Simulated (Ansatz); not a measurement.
**BrH4NSi: short molecular-dynamics run, by script**

How does BrH4NSi move over a short run? Wanted for BrH4NSi: a short molecular-dynamics run. SMILES: N[SiH2]Br.

Computed with Ansatz 0.2.0, driven from Python. Level of theory: BLYP/def2-SVP.

**1. Starting point**

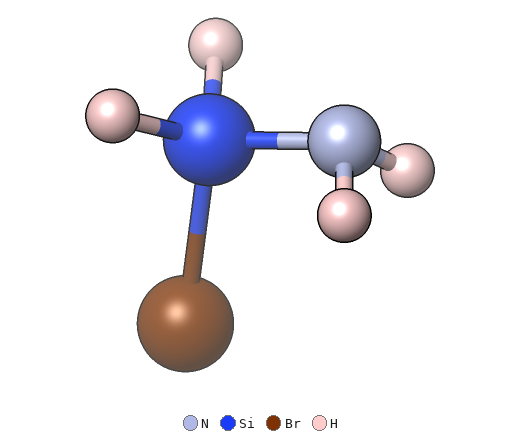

The starting structure, viewed from a chosen angle; nitrogen light blue, silicon blue, bromine brown, hydrogen pink.

The script holds or builds the structure itself.

**2. The script**

run_md.py reads:

```python
'''A short Born-Oppenheimer trajectory of BrH4NSi.'''

import ansatz as az
import numpy as np

GEOMETRY = '''
N    -0.96330   -0.49190   -0.23750
Si    0.50370   -0.06620    0.40110
Br    1.21330    1.64400   -0.79320
H    -0.82230   -0.63370   -1.24360
H    -1.59870    0.37310   -0.21840
H     0.31400    0.34110    1.81240
H     1.41460   -1.23450    0.23350
'''

molecule = az.Crystal.molecule()
for line in GEOMETRY.strip().splitlines():
    symbol, *xyz = line.split()
    molecule = molecule.atom(symbol, [float(v) for v in xyz])

job = molecule.calculation().basis(gaussian='def2-SVP').functional('blyp').accuracy('medium')
symbols = [site.symbol for site in molecule.cartesian_sites]
start = np.array([site.position_ang for site in molecule.cartesian_sites], dtype=float)
data = job.relax(force_tolerance=0.02).run().report
end = np.array(data['positions_ang'])
minimum = az.Crystal.molecule()
for symbol, place in zip(symbols, end):
    minimum = minimum.atom(symbol, place.tolist())

# dynamics from the relaxed geometry
job = (
    minimum.calculation()
    .basis(gaussian='def2-SVP')
    .functional('blyp')
    .accuracy('medium')
    .md('nve', timestep=0.25, steps=40, temperature=200, initial_velocities='maxwell_boltzmann', seed=64)
)
frames = []
res = job.session().plan().execute(on_event=lambda e: frames.append(e['data']) if e['event'] == 'md_step' else None)
print('t (fs)   E_pot (eV)      E_kin (eV)   T (K)   d(0-1) (A)')
for f in frames[::2]:
    xyz = np.array(f['positions_ang'])
    print(f'{f["time_fs"]:6.2f} {f["lagrangian_ev"]:14.5f} {f["e_kin_ev"]:10.5f} {f["temperature_k"]:8.1f} {np.linalg.norm(xyz[0] - xyz[1]):9.4f}')
kept = np.array([f['conserved_ev'] for f in frames])
print(f'conserved energy moves by at most {1000 * np.ptp(kept):.3f} meV')
```

**3. What the engine is handed**

The package turns the script's settings into the engine's input (first run):

```yaml
crystal:
  periodic: [false, false, false]
  atoms:
    - { symbol: "N", position_ang: [-0.9633, -0.4919, -0.2375] }
    - { symbol: Si, position_ang: [0.5037, -0.0662, 0.4011] }
    - { symbol: Br, position_ang: [1.2133, 1.644, -0.7932] }
    - { symbol: H, position_ang: [-0.8223, -0.6337, -1.2436] }
    - { symbol: H, position_ang: [-1.5987, 0.3731, -0.2184] }
    - { symbol: H, position_ang: [0.314, 0.3411, 1.8124] }
    - { symbol: H, position_ang: [1.4146, -1.2345, 0.2335] }
accuracy: medium
basis:
  gaussian:
    orbitals: def2-SVP
hamiltonian:
  xc: blyp
relax:
  f_tol: 0.02
```

**4. Launch**

On the command line:

```console
python run_md.py
```

What it wrote:

```text
t (fs)   E_pot (eV)      E_kin (eV)   T (K)   d(0-1) (A)
  0.00   -79468.62591    0.12926    200.0    1.7354
  0.50   -79468.62394    0.12729    197.0    1.7379
  1.00   -79468.61841    0.12178    188.4    1.7405
  1.50   -79468.61039    0.11379    176.1    1.7431
  2.00   -79468.60121    0.10462    161.9    1.7456
  2.50   -79468.59212    0.09555    147.8    1.7482
  3.00   -79468.58408    0.08752    135.4    1.7507
  3.50   -79468.57759    0.08102    125.4    1.7532
  4.00   -79468.57270    0.07613    117.8    1.7557
  4.50   -79468.56916    0.07258    112.3    1.7581
  5.00   -79468.56656    0.06998    108.3    1.7603
  5.50   -79468.56454    0.06796    105.2    1.7625
  6.00   -79468.56288    0.06630    102.6    1.7645
  6.50   -79468.56148    0.06489    100.4    1.7664
  7.00   -79468.56019    0.06360     98.4    1.7680
  7.50   -79468.55872    0.06212     96.1    1.7695
  8.00   -79468.55655    0.05994     92.7    1.7707
  8.50   -79468.55306    0.05644     87.3    1.7717
  9.00   -79468.54782    0.05121     79.2    1.7725
  9.50   -79468.54090    0.04429     68.5    1.7730
 10.00   -79468.53299    0.03640     56.3    1.7733
conserved energy moves by at most 0.092 meV
```

It took 1.8 min on 1 thread of Arm Neoverse V1, shared host; peak memory 0.2 GiB.

**5. Inputs of later runs**

The engine's inputs for the other runs:

Run 2, against run 1:

```diff
@@ -4,7 +4,7 @@
-    - { symbol: "N", position_ang: [-0.9633, -0.4919, -0.2375] }
-    - { symbol: Si, position_ang: [0.5037, -0.0662, 0.4011] }
-    - { symbol: Br, position_ang: [1.2133, 1.644, -0.7932] }
-    - { symbol: H, position_ang: [-0.8223, -0.6337, -1.2436] }
-    - { symbol: H, position_ang: [-1.5987, 0.3731, -0.2184] }
-    - { symbol: H, position_ang: [0.314, 0.3411, 1.8124] }
-    - { symbol: H, position_ang: [1.4146, -1.2345, 0.2335] }
+    - { symbol: "N", position_ang: [-1.0089156184057195, -0.43291357613903797, -0.3057566379201126] }
+    - { symbol: Si, position_ang: [0.5365355310902077, 0.004817174710896407, 0.3511077846571817] }
+    - { symbol: Br, position_ang: [1.603547608960247, 1.7747694738083444, -0.644522153203426] }
+    - { symbol: H, position_ang: [-1.050467747279568, -0.8516874360010439, -1.2407544703887388] }
+    - { symbol: H, position_ang: [-1.8032629514332819, 0.20181138856381622, -0.17326860148166726] }
+    - { symbol: H, position_ang: [0.33359829485721015, 0.4000620638509571, 1.7764141752290783] }
+    - { symbol: H, position_ang: [1.4502648822109045, -1.1649590887939325, 0.19107990310768472] }
@@ -17,2 +17,7 @@
-relax:
-  f_tol: 0.02
+md:
+  timestep: 0.25
+  n_steps: 40
+  ensemble: nve
+  temperature: 200.0
+  initial_velocities: maxwell_boltzmann
+  seed: 64
```

**6. What each run gave**

From the records of these 2 runs:

| run | kind of run | energy from run 1 (eV) | SCF cycles in all | CPU time (s) |
| --- | --- | --- | --- | --- |
| 1 | relaxation | 0.0000 | 80 | 18 |
| 2 | dynamics | 0.0929 | 354 | 90 |

**7. How the relaxation of run 1 went**

Step by step:

| step | E - E(step 1) (eV) | largest force component (eV/Å) |
| --- | --- | --- |
| 1 | 0.0000 | 3.4935 |
| 2 | -0.3229 | 1.3546 |
| 3 | -0.4124 | 0.5324 |
| 4 | -0.4242 | 0.3461 |
| 5 | -0.4479 | 0.0801 |
| 6 | -0.4487 | 0.0253 |
| 7 | -0.4488 | 0.0132 |

Step 1 is the start.

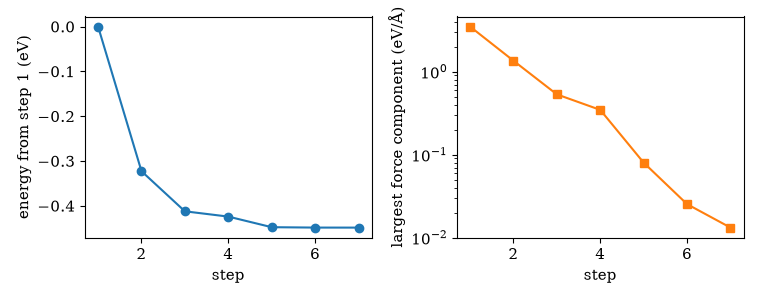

Energy and largest force along the relaxation.

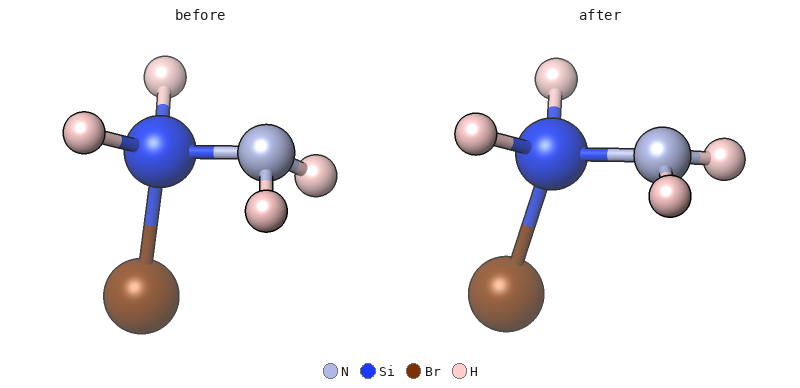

Before and after, at one scale.

Before: Bond lengths: N1–Si2 1.656 Å, Si2–Br3 2.203 Å, N1–H4 1.026 Å, N1–H5 1.073 Å, Si2–H6 1.481 Å, Si2–H7 1.491 Å. Angles: N1–Si2–Br3 106.0°, N1–Si2–H6 109.0°, N1–Si2–H7 107.2°, Br3–Si2–H6 110.1°, Br3–Si2–H7 110.5°, H6–Si2–H7 113.6°, Si2–N1–H4 107.0°, Si2–N1–H5 108.1°, H4–N1–H5 102.1°.

After: Bond lengths: N1–Si2 1.735 Å, Si2–Br3 2.294 Å, N1–H4 1.025 Å, N1–H5 1.025 Å, Si2–H6 1.493 Å, Si2–H7 1.493 Å. Angles: N1–Si2–Br3 116.4°, N1–Si2–H6 107.9°, N1–Si2–H7 107.9°, Br3–Si2–H6 105.9°, Br3–Si2–H7 105.9°, H6–Si2–H7 113.1°, Si2–N1–H4 119.0°, Si2–N1–H5 119.0°, H4–N1–H5 109.8°.

**8. What the atoms did**

One row in 2:

| time (fs) | T (K) | change of potential energy (meV/atom) | change of conserved energy (meV/atom) | mean square move (Å²) |
| --- | --- | --- | --- | --- |
| 0.0 | 200 | 0.0 | 0.00 | 0.0000 |
| 0.5 | 197 | 0.3 | 0.00 | 0.0001 |
| 1.0 | 188 | 1.1 | 0.00 | 0.0003 |
| 1.5 | 176 | 2.2 | 0.01 | 0.0007 |
| 2.0 | 162 | 3.5 | 0.01 | 0.0012 |
| 2.5 | 148 | 4.8 | 0.01 | 0.0017 |
| 3.0 | 135 | 6.0 | 0.01 | 0.0024 |
| 3.5 | 125 | 6.9 | 0.01 | 0.0031 |
| 4.0 | 118 | 7.6 | 0.01 | 0.0038 |
| 4.5 | 112 | 8.1 | 0.01 | 0.0045 |
| 5.0 | 108 | 8.5 | 0.01 | 0.0053 |
| 5.5 | 105 | 8.8 | 0.01 | 0.0060 |
| 6.0 | 103 | 9.0 | 0.01 | 0.0068 |
| 6.5 | 100 | 9.2 | 0.01 | 0.0076 |
| 7.0 | 98 | 9.4 | 0.01 | 0.0084 |
| 7.5 | 96 | 9.6 | 0.01 | 0.0091 |
| 8.0 | 93 | 9.9 | 0.01 | 0.0099 |
| 8.5 | 87 | 10.4 | 0.00 | 0.0108 |
| 9.0 | 79 | 11.2 | 0.00 | 0.0116 |
| 9.5 | 69 | 12.1 | 0.01 | 0.0124 |
| 10.0 | 56 | 13.3 | 0.01 | 0.0131 |

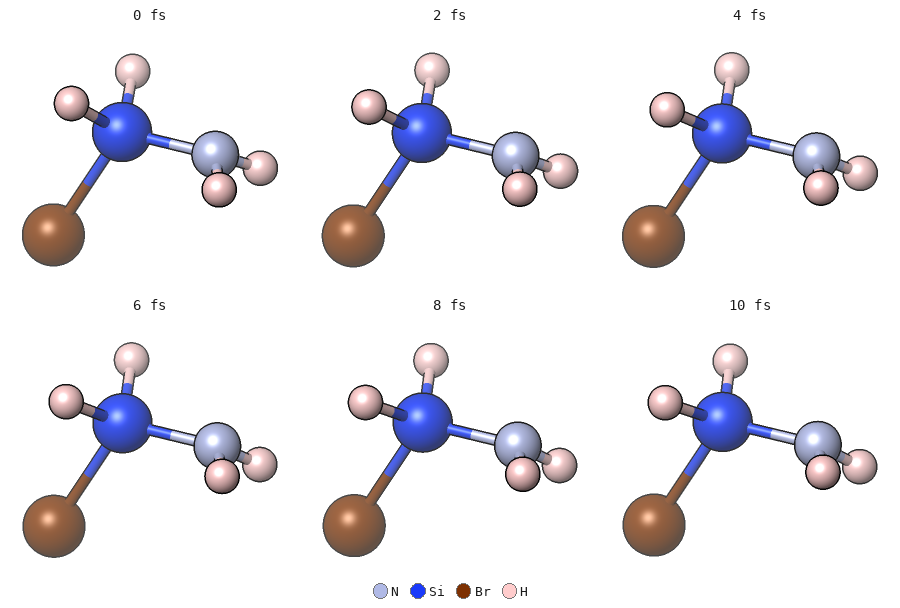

Six frames of the run. Sticks are drawn by distance alone, so a stretched bond can lose its stick.

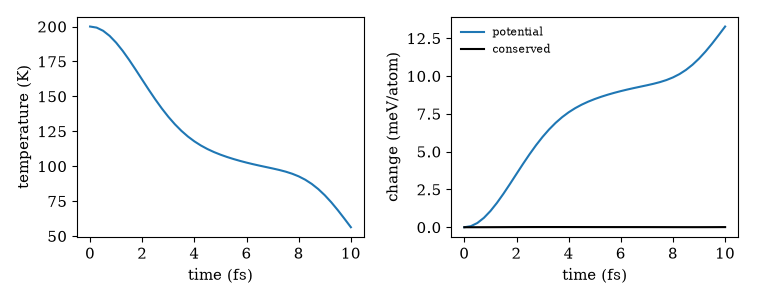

Temperature and energies against time.

Positions (Å) and forces (eV/Å) at 10.0 fs:

```xyz
7

N    -1.035   -0.448   -0.317    0.884    0.011    0.232
Si    0.544    0.002    0.352   -1.111    0.850   -0.230
Br    1.605    1.775   -0.644    0.056   -0.021   -0.223
H    -1.068   -0.728   -1.307   -0.033    0.004    0.200
H    -1.869    0.091   -0.071    0.020    0.144   -0.009
H     0.405    0.576    1.724   -0.246   -0.376    0.101
H     1.452   -1.126    0.250    0.429   -0.613   -0.071
```

**9. Summary of results**

```
                              quantity            value
                         runs compared                2
      moves of the relaxation of run 1                6
                energy gained in run 1         0.449 eV
 last largest force component of run 1      0.0132 eV/Å
                     length of the run  40 steps, 10 fs
         mean temperature, second half             91 K
                         farthest move           0.20 Å
largest change of the conserved energy    0.01 meV/atom
```

**Reading.** The dearest, run 2 (dynamics), took some 5 times as long as run 1 (relaxation). Run 1: After 6 moves the largest shift is 0.438 Å, of atom 3 (Br). The temperature swings between 56 and 200 K, with a mean of 91 K in the second half; from a start near a minimum about half of the kinetic energy passes into potential energy. The conserved energy stays within 0.01 meV/atom, so the time step holds. 10 fs show the first vibrations only, not equilibrium. Caveats:
- The trajectory is only some femtoseconds long, and gives no averages; where the script doesn't relax first, it starts from a rough generated geometry.
- The temperature counts the internal degrees of freedom alone.
